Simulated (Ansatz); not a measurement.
# CHClNOSi radical: single points with varied inputs

Aim: run CHClNOSi radical under a spread of inputs, and see what each costs and gives.

Program: Ansatz 0.2.0, Gaussian basis. Level of theory: the settings change from run to run. These are calculated values, not measurements.

### 1 The relaxed structure

An earlier PBE0-D4 in a triple-zeta def2 set relaxation fixed the geometry.

SMILES `O=C=N[SiH]Cl`, 6 atoms, charge 0, spin multiplicity 2.

Atoms are counted from 1 here; the program's logs count them from 0.

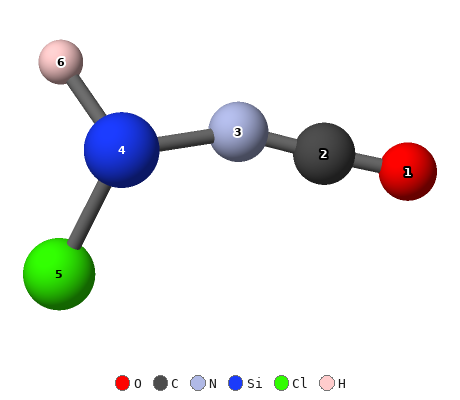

The structure; oxygen red, carbon dark grey, nitrogen light blue, silicon blue, chlorine green, hydrogen pink; atoms are numbered from 1 in the order of the file.

### 2 B3LYP/def2-TZVPD

in.yaml

```yaml
crystal:
  periodic: [false, false, false]
  atoms:
    - {symbol: O, position_ang: [-1.132050, 1.773040, 1.814393]}
    - {symbol: C, position_ang: [-0.700091, 0.914242, 1.163265]}
    - {symbol: N, position_ang: [-0.294724, -0.004218, 0.506058]}
    - {symbol: Si, position_ang: [0.846054, -0.775620, -0.495628]}
    - {symbol: Cl, position_ang: [0.957411, 0.188780, -2.302766]}
    - {symbol: H, position_ang: [0.365500, -2.160222, -0.731522]}
basis:
  gaussian: {orbitals: def2-TZVPD}
magnetization: {spin_polarized: true, initial_magnetization: 1}
hamiltonian: {xc: {name: B3LYP}}
```

The run is started by

```console
ansatz run in.yaml --threads 4 --pin off --events-out ev --progress --plain --max-ram 10444MiB
```

Output:

```text
Functional definition: B3LYP
  name "B3LYP"
  cite "Stephens, Devlin, Chabalowski & Frisch, J. Phys. Chem. 98, 11623 (1994) doi:10.1021/j100096a001"
  cite "Becke, Phys. Rev. A 38, 3098 (1988) doi:10.1103/PhysRevA.38.3098"
  cite "Lee, Yang & Parr, Phys. Rev. B 37, 785 (1988) doi:10.1103/PhysRevB.37.785"
  cite "Vosko, Wilk & Nusair, Can. J. Phys. 58, 1200 (1980) doi:10.1139/p80-159"
  parameter a0 = 0.2
  parameter ax = 0.72
  parameter ac = 0.81
  exchange = (1 - a0 - ax)*slater_x + ax*b88_x + a0*exact_x
  correlation = (1 - ac)*vwn_rpa_c + ac*lyp_c
1173 factors; their error is unknown
mean field evaluation 1: about -24988.1939 eV, gradient 4.4e1 eV
mean field evaluation 2: about -24974.7117 eV, gradient 6.9e1 eV
mean field evaluation 4: about -24994.9203 eV, gradient 5.4e0 eV
mean field evaluation 8: about -24995.0339 eV, gradient 1.2e-1 eV
mean field evaluation 16: about -24995.0743 eV, gradient 6.6e-4 eV
mean field -24995.07433477 eV, -918.5520395328 hartree, gradient 4.4e-5 eV, S^2 0.752212; 0 other end points of the search recorded, 0 dependent functions left out
reference -24995.07463032 eV, -918.5520503942 hartree; 27, 26 occupied and 185, 186 virtual orbitals, 1173 factors
Total energy: -24995.07463032 eV, -918.5520503942 hartree
```

Wall time 2.9 s (4 threads of INTEL XEON PLATINUM 8581C at 2.30GHz, shared host); peak memory 0.7 GiB.

⟨S²⟩ 0.752.

### 3 PBE0-DH/def2-SVP

This run has charge +1, multiplicity 1, unrestricted orbitals, coordinates scaled by 0.92.

in.yaml

```yaml
crystal:
  periodic: [false, false, false]
  atoms:
    - {symbol: O, position_ang: [-1.041486, 1.631197, 1.669241]}
    - {symbol: C, position_ang: [-0.644083, 0.841102, 1.070204]}
    - {symbol: N, position_ang: [-0.271146, -0.003881, 0.465573]}
    - {symbol: Si, position_ang: [0.778369, -0.713571, -0.455978]}
    - {symbol: Cl, position_ang: [0.880818, 0.173677, -2.118545]}
    - {symbol: H, position_ang: [0.336260, -1.987404, -0.673000]}
basis:
  gaussian: {orbitals: def2-SVP}
total_charge: 1
magnetization: {spin_polarized: true, initial_magnetization: 0}
hamiltonian: {xc: {name: PBE0-DH}}
output: {forces: true}
```

Launched as before.

Output (excerpt; [...] marks lines left out):

```text
Functional definition: PBE0-DH
  name "PBE0-DH"
  cite "Brémond & Adamo, J. Chem. Phys. 135, 024106 (2011) doi:10.1063/1.3604569"
  cite "Perdew, Burke & Ernzerhof, Phys. Rev. Lett. 77, 3865 (1996) doi:10.1103/PhysRevLett.77.3865"
[...]
791 factors; integrals over basis functions are off by at most 1.2e-3 eV
[...]
mean field -24954.00318362 eV, -917.0427025670 hartree, gradient 3.3e-6 eV, S^2 0.000000; 0 other end points of the search recorded, 0 dependent functions left out
13 core orbitals not correlated: weight in the atoms' cores, before any rotation towards them, 1.000 or more for the frozen orbitals, at most 0.000 for the correlated occupied ones
reference -24954.00319580 eV, -917.0427030149 hartree; 13, 13 occupied and 57, 57 virtual orbitals, 791 factors
second order -21.95505227 eV of doubles, -0.00000000 eV of singles
[...]
Total energy: -24956.74757734 eV, -917.1435571761 hartree
Atom 0 at    -1.041486     1.631197     1.669241 Å, force    -4.471434     9.099006     6.752928 eV/Å
Atom 1 at    -0.644083     0.841102     1.070204 Å, force    -1.874100     3.816250     2.925416 eV/Å
Atom 2 at    -0.271146    -0.003881     0.465573 Å, force     4.762293   -10.516453    -6.062201 eV/Å
Atom 3 at     0.778369    -0.713571    -0.455978 Å, force    -0.333660    -0.881636    -1.057895 eV/Å
Atom 4 at     0.880818     0.173677    -2.118545 Å, force     1.416686     1.617465    -2.719587 eV/Å
Atom 5 at     0.336260    -1.987404    -0.673000 Å, force     0.500214    -3.134631     0.161338 eV/Å
Dipole moment:     0.563506    -0.584188     0.094102 e Å
```

Run time: 2.1 s. Hardware: 4 threads of INTEL XEON PLATINUM 8581C at 2.30GHz, shared host; peak memory 0.25 GiB.

Largest force 13.039 eV/Å, ⟨S²⟩ 0.000.

### 4 B3LYP/cc-pVTZ

Options: restricted open-shell orbitals, D3(BJ) dispersion.

in.yaml

```yaml
crystal:
  periodic: [false, false, false]
  atoms:
    - {symbol: O, position_ang: [-1.132050, 1.773040, 1.814393]}
    - {symbol: C, position_ang: [-0.700091, 0.914242, 1.163265]}
    - {symbol: N, position_ang: [-0.294724, -0.004218, 0.506058]}
    - {symbol: Si, position_ang: [0.846054, -0.775620, -0.495628]}
    - {symbol: Cl, position_ang: [0.957411, 0.188780, -2.302766]}
    - {symbol: H, position_ang: [0.365500, -2.160222, -0.731522]}
basis:
  gaussian: {orbitals: cc-pVTZ}
magnetization: {spin_polarized: false, initial_magnetization: 1}
hamiltonian: {xc: {name: B3LYP}, dispersion: d3bj}
```

Same command.

Output (excerpt; [...] marks lines left out):

```text
Functional definition: B3LYP
  name "B3LYP"
  cite "Stephens, Devlin, Chabalowski & Frisch, J. Phys. Chem. 98, 11623 (1994) doi:10.1021/j100096a001"
  cite "Becke, Phys. Rev. A 38, 3098 (1988) doi:10.1103/PhysRevA.38.3098"
  cite "Lee, Yang & Parr, Phys. Rev. B 37, 785 (1988) doi:10.1103/PhysRevB.37.785"
  cite "Vosko, Wilk & Nusair, Can. J. Phys. 58, 1200 (1980) doi:10.1139/p80-159"
[...]
1138 factors; their error is unknown
[...]
mean field -24994.99818582 eV, -918.5492411107 hartree, gradient 4.9e-5 eV, S^2 0.750000; 0 other end points of the search recorded, 0 dependent functions left out
reference -24994.99842272 eV, -918.5492498165 hartree; 27, 26 occupied and 145, 146 virtual orbitals, 1138 factors
Total energy: -24995.28678834 eV, -918.5598470576 hartree
```

Wall time 1.6 s (4 threads of INTEL XEON PLATINUM 8581C at 2.30GHz, shared host); peak memory 0.55 GiB.

### 5 RPBE/6-31++G**

Options: atoms shaken by 0.08 Å, D3(BJ) dispersion, high accuracy.

in.yaml

```yaml
crystal:
  periodic: [false, false, false]
  atoms:
    - {symbol: O, position_ang: [-1.091499, 1.850197, 1.949219]}
    - {symbol: C, position_ang: [-0.705064, 0.737810, 1.150670]}
    - {symbol: N, position_ang: [-0.369124, -0.003140, 0.512053]}
    - {symbol: Si, position_ang: [0.917657, -0.793868, -0.559024]}
    - {symbol: Cl, position_ang: [0.921917, 0.355571, -2.340400]}
    - {symbol: H, position_ang: [0.367940, -2.221138, -0.761495]}
basis:
  gaussian: {orbitals: "6-31++G**"}
magnetization: {spin_polarized: true, initial_magnetization: 1}
hamiltonian: {xc: {name: RPBE}, dispersion: d3bj}
accuracy: high
```

The command is unchanged.

Output:

```text
Functional definition: RPBE
  name "RPBE"
  cite "Hammer, Hansen & Nørskov, Phys. Rev. B 59, 7413 (1999) doi:10.1103/PhysRevB.59.7413"
  cite "Perdew, Burke & Ernzerhof, Phys. Rev. Lett. 77, 3865 (1996) doi:10.1103/PhysRevLett.77.3865"
  parameter kappa = 0.804
  parameter beta = 0.06672455060314922
  exchange = rpbe_x(kappa = kappa, mu = beta*pi^2/3)
  correlation = pbe_c(beta = beta)
2084 factors; integrals over basis functions are off by at most 3.5e-9 eV
mean field evaluation 1: about -24975.3956 eV, gradient 4.7e1 eV
mean field evaluation 2: about -24833.3412 eV, gradient 1.3e2 eV
mean field evaluation 4: about -24984.2591 eV, gradient 1.1e1 eV
mean field evaluation 8: about -24985.2211 eV, gradient 2.2e-1 eV
mean field evaluation 16: about -24985.2171 eV, gradient 3.6e-4 eV
mean field evaluation 32: about -24984.3779 eV, gradient 4.1e0 eV
mean field -24985.21712981 eV, -918.1897939321 hartree, gradient 4.8e-8 eV, S^2 0.752440; 2 other end points of the search recorded, 0 dependent functions left out
reference -24985.21713498 eV, -918.1897941219 hartree; 27, 26 occupied and 82, 83 virtual orbitals, 2084 factors
Total energy: -24986.23019471 eV, -918.2270233805 hartree
```

It took 2.4 s on 4 threads of INTEL XEON PLATINUM 8581C at 2.30GHz, shared host; peak memory 0.38 GiB.

⟨S²⟩ 0.752.

### 6 wPBEh/cc-pVDZ

This run has multiplicity 4.

in.yaml

```yaml
crystal:
  periodic: [false, false, false]
  atoms:
    - {symbol: O, position_ang: [-1.132050, 1.773040, 1.814393]}
    - {symbol: C, position_ang: [-0.700091, 0.914242, 1.163265]}
    - {symbol: N, position_ang: [-0.294724, -0.004218, 0.506058]}
    - {symbol: Si, position_ang: [0.846054, -0.775620, -0.495628]}
    - {symbol: Cl, position_ang: [0.957411, 0.188780, -2.302766]}
    - {symbol: H, position_ang: [0.365500, -2.160222, -0.731522]}
basis:
  gaussian: {orbitals: cc-pVDZ}
magnetization: {spin_polarized: true, initial_magnetization: 3}
hamiltonian: {xc: {name: wPBEh}}
```

Launched as before.

Output (excerpt; [...] marks lines left out):

```text
Functional definition: wPBEh
  name "wPBEh"
  cite "Heyd, Scuseria & Ernzerhof, J. Chem. Phys. 118, 8207 (2003) doi:10.1063/1.1564060"
  cite "Krukau, Vydrov, Izmaylov & Scuseria, J. Chem. Phys. 125, 224106 (2006) doi:10.1063/1.2404663"
  cite "Heyd & Scuseria, J. Chem. Phys. 120, 7274 (2004) doi:10.1063/1.1668634"
  cite "Ernzerhof & Perdew, J. Chem. Phys. 109, 3313 (1998) doi:10.1063/1.476928"
  cite "Perdew, Burke & Ernzerhof, Phys. Rev. Lett. 77, 3865 (1996) doi:10.1103/PhysRevLett.77.3865"
  parent pbe
[...]
819 factors; integrals over basis functions are off by at most 1.1e-3 eV
76 factors; integrals over basis functions are off by at most 3.3e-7 eV
[...]
mean field -24974.13378287 eV, -917.7824884445 hartree, gradient 1.9e-5 eV, S^2 3.757327; 4 other end points of the search recorded, 0 dependent functions left out
reference -24974.13381356 eV, -917.7824895724 hartree; 28, 25 occupied and 55, 58 virtual orbitals, 819 factors
Total energy: -24974.13381356 eV, -917.7824895724 hartree
```

Run time: 1.8 s. Hardware: 4 threads of INTEL XEON PLATINUM 8581C at 2.30GHz, shared host; peak memory 0.26 GiB.

⟨S²⟩ 3.757.

### 7 wB97/def2-mTZVPP

Set apart from the defaults: multiplicity 4.

in.yaml: that of step 6 with these lines changed.

```diff
@@ -10,4 +10,4 @@
 basis:
-  gaussian: {orbitals: cc-pVDZ}
+  gaussian: {orbitals: def2-mTZVPP}
 magnetization: {spin_polarized: true, initial_magnetization: 3}
-hamiltonian: {xc: {name: wPBEh}}
+hamiltonian: {xc: {name: wB97}}
```

Same command.

Output (excerpt; [...] marks lines left out):

```text
Functional definition: wB97
  name "wB97"
  cite "Chai & Head-Gordon, J. Chem. Phys. 128, 084106 (2008) doi:10.1063/1.2834918"
  cite "Becke, J. Chem. Phys. 107, 8554 (1997) doi:10.1063/1.475007"
[...]
  # The coefficients of nought are those of the uniform gas.
[...]
      + integral(e_c_pw_opposite_spin*poly(b97_u_opposite, 1, cos1, cos2, cos3, cos4))
1053 factors; their error is unknown
418 factors; integrals over basis functions are off by at most 1.5e-5 eV
[...]
mean field -24985.41252263 eV, -918.1969744858 hartree, gradient 1.2e-5 eV, S^2 3.759341; 4 other end points of the search recorded, 0 dependent functions left out
reference -24985.41251645 eV, -918.1969742587 hartree; 28, 25 occupied and 98, 101 virtual orbitals, 1053 factors
Total energy: -24985.41251645 eV, -918.1969742587 hartree
```

It took 7.5 s on 4 threads of INTEL XEON PLATINUM 8581C at 2.30GHz, shared host; peak memory 0.49 GiB.

⟨S²⟩ 3.759.

### 8 PBE0/6-31G*

Set apart from the defaults: atoms shaken by 0.08 Å, density fitting with def2-universal-jkfit, D3(BJ) with three-body dispersion.

in.yaml

```yaml
crystal:
  periodic: [false, false, false]
  atoms:
    - {symbol: O, position_ang: [-1.195869, 1.699078, 1.878141]}
    - {symbol: C, position_ang: [-0.633929, 0.859166, 1.248222]}
    - {symbol: N, position_ang: [-0.272292, -0.070975, 0.563877]}
    - {symbol: Si, position_ang: [0.812035, -0.848352, -0.468532]}
    - {symbol: Cl, position_ang: [1.030473, 0.329329, -2.246236]}
    - {symbol: H, position_ang: [0.384643, -2.132336, -0.680608]}
basis:
  gaussian: {orbitals: "6-31G*", fitting: {mean_field: def2-universal-jkfit}}
magnetization: {spin_polarized: true, initial_magnetization: 1}
hamiltonian: {xc: {name: PBE0}, dispersion: d3bjatm}
```

The command is unchanged.

Output:

```text
Functional definition: PBE0
  name "PBE0"
  cite "Adamo & Barone, J. Chem. Phys. 110, 6158 (1999) doi:10.1063/1.478522"
  cite "Perdew, Burke & Ernzerhof, Phys. Rev. Lett. 77, 3865 (1996) doi:10.1103/PhysRevLett.77.3865"
  parent pbe
  parameter a = 0.25
  parameter kappa = 0.804
  parameter beta = 0.06672455060314922
  exchange = (1 - a)*pbe_x(kappa = kappa, mu = beta*pi^2/3) + a*exact_x
  correlation = pbe_c(beta = beta)
503 factors; integrals over basis functions are off by at most 8.0e-2 eV
mean field evaluation 1: about -24973.2994 eV, gradient 3.4e1 eV
mean field evaluation 2: about -24968.1103 eV, gradient 5.0e1 eV
mean field evaluation 4: about -24977.6271 eV, gradient 3.2e0 eV
mean field evaluation 8: about -24977.6682 eV, gradient 7.3e-2 eV
mean field evaluation 16: about -24977.6683 eV, gradient 1.4e-4 eV
mean field -24977.66828443 eV, -917.9123789810 hartree, gradient 5.0e-5 eV, S^2 0.752065; 0 other end points of the search recorded, 0 dependent functions left out
reference -24977.66830681 eV, -917.9123798036 hartree; 27, 26 occupied and 58, 59 virtual orbitals, 503 factors
Total energy: -24977.80684923 eV, -917.9174711437 hartree
```

It took 0.6 s on 4 threads of INTEL XEON PLATINUM 8581C at 2.30GHz, shared host.

⟨S²⟩ 0.752.

### 9 LC-wPBE/def2-SVP

in.yaml

```yaml
crystal:
  periodic: [false, false, false]
  atoms:
    - {symbol: O, position_ang: [-1.132050, 1.773040, 1.814393]}
    - {symbol: C, position_ang: [-0.700091, 0.914242, 1.163265]}
    - {symbol: N, position_ang: [-0.294724, -0.004218, 0.506058]}
    - {symbol: Si, position_ang: [0.846054, -0.775620, -0.495628]}
    - {symbol: Cl, position_ang: [0.957411, 0.188780, -2.302766]}
    - {symbol: H, position_ang: [0.365500, -2.160222, -0.731522]}
basis:
  gaussian: {orbitals: def2-SVP}
magnetization: {spin_polarized: true, initial_magnetization: 1}
hamiltonian: {xc: {name: LC-wPBE}}
```

Launched as before.

Output (excerpt; [...] marks lines left out):

```text
Functional definition: LC-wPBE
  name "LC-wPBE"
  cite "Vydrov & Scuseria, J. Chem. Phys. 125, 234109 (2006) doi:10.1063/1.2409292"
  cite "Heyd & Scuseria, J. Chem. Phys. 120, 7274 (2004) doi:10.1063/1.1668634"
  cite "Ernzerhof & Perdew, J. Chem. Phys. 109, 3313 (1998) doi:10.1063/1.476928"
  cite "Perdew, Burke & Ernzerhof, Phys. Rev. Lett. 77, 3865 (1996) doi:10.1103/PhysRevLett.77.3865"
  parent pbe
[...]
922 factors; their error is unknown
289 factors; integrals over basis functions are off by at most 1.2e-5 eV
[...]
mean field -24972.36253235 eV, -917.7173961885 hartree, gradient 5.8e-5 eV, S^2 0.753069; 0 other end points of the search recorded, 0 dependent functions left out
reference -24972.36253235 eV, -917.7173961887 hartree; 27, 26 occupied and 56, 57 virtual orbitals, 922 factors
Total energy: -24972.36253235 eV, -917.7173961887 hartree
```

Run time: 0.75 s. Hardware: 4 threads of INTEL XEON PLATINUM 8581C at 2.30GHz, shared host.

⟨S²⟩ 0.753.

### 10 B97M-V/aug-cc-pVTZ

Options: restricted open-shell orbitals, density fitting with cc-pVTZ-jkfit, a grid of angular degree 23.

in.yaml: that of step 9 with these lines changed.

```diff
@@ -10,4 +10,4 @@
 basis:
-  gaussian: {orbitals: def2-SVP}
-magnetization: {spin_polarized: true, initial_magnetization: 1}
-hamiltonian: {xc: {name: LC-wPBE}}
+  gaussian: {orbitals: aug-cc-pVTZ, fitting: {mean_field: cc-pVTZ-jkfit}, final_grid: {core_spheres: 8, valence_spheres: 7, degree: 23}}
+magnetization: {spin_polarized: false, initial_magnetization: 1}
+hamiltonian: {xc: {name: B97M-V}}
```

Launched as before.

Output (excerpt; [...] marks lines left out):

```text
Functional definition: B97M-V
  name "B97M-V"
  cite "Mardirossian & Head-Gordon, J. Chem. Phys. 142, 074111 (2015) doi:10.1063/1.4907719"
  cite "Becke, J. Chem. Phys. 107, 8554 (1997) doi:10.1063/1.475007"
  cite "Vydrov & Van Voorhis, J. Chem. Phys. 133, 244103 (2010) doi:10.1063/1.3521275"
  # Of w^i u^j: cxij and so on, Table III.
[...]
  gx(w, u) = cx00 + cx01*u + cx02*u^2 + (cx10 + cx11*u)*w
  gss(w, u) = css00 + css02*u^2 + css10*w + (css32*w^3 + css42*w^4)*u^2
  gos(w, u) = cos00 + cos01*u + cos03*u^3 + cos10*w + cos32*w^3*u^2
[...]
      + integral(e_c_pw_mod_opposite_spin*gos(b97_w_opposite, b97_u_opposite)) + vv10(b, c)
509 factors; integrals over basis functions are off by at most 7.4e-1 eV
[...]
mean field -24988.14626669 eV, -918.2974377269 hartree, gradient 1.5e-5 eV, S^2 0.750000; 0 other end points of the search recorded, 0 dependent functions left out
reference -24988.14637374 eV, -918.2974416611 hartree; 27, 26 occupied and 234, 235 virtual orbitals, 509 factors
Total energy: -24988.14637374 eV, -918.2974416611 hartree
```

It took 3.3 s on 4 threads of INTEL XEON PLATINUM 8581C at 2.30GHz, shared host; peak memory 0.62 GiB.

### 11 All runs side by side

| level | charge | multiplicity | geometry | functions | energy (eV) | time |
| --- | --- | --- | --- | --- | --- | --- |
| B3LYP/def2-TZVPD | 0 | 2 | relaxed | 212 | -24995.075 | 2.9 s |
| PBE0-DH/def2-SVP | 1 | 1 | scaled | 83 | -24956.748 | 2.1 s |
| B3LYP/cc-pVTZ | 0 | 2 | relaxed | 172 | -24995.287 | 1.6 s |
| RPBE/6-31++G** | 0 | 2 | shaken | 109 | -24986.230 | 2.4 s |
| wPBEh/cc-pVDZ | 0 | 4 | relaxed | 83 | -24974.134 | 1.8 s |
| wB97/def2-mTZVPP | 0 | 4 | relaxed | 126 | -24985.413 | 7.5 s |
| PBE0/6-31G* | 0 | 2 | shaken | 85 | -24977.807 | 0.6 s |
| LC-wPBE/def2-SVP | 0 | 2 | relaxed | 83 | -24972.363 | 0.75 s |
| B97M-V/aug-cc-pVTZ | 0 | 2 | relaxed | 261 | -24988.146 | 3.3 s |

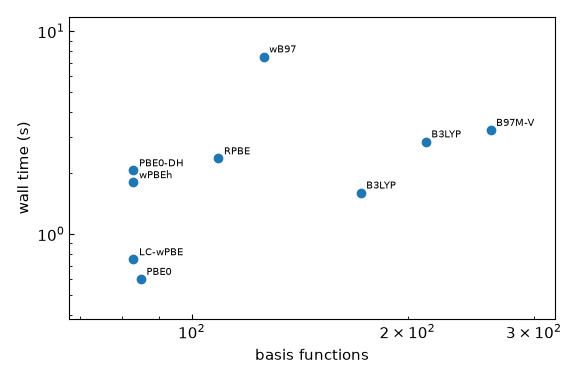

Wall time against the number of basis functions (shared host).

### 12 Results

| quantity | value |
| --- | --- |
| runs | 9 |
| quickest | PBE0/6-31G*, 0.6 s |
| slowest | wB97/def2-mTZVPP, 7.5 s |
| spread of total energies, same state and geometry | 22.9 eV |

Run time spans a factor of 13, from PBE0/6-31G* to wB97/def2-mTZVPP. The jobs differ in tasks and options as well as level. The totals spread over 23 eV; they can't be compared across methods or bases.
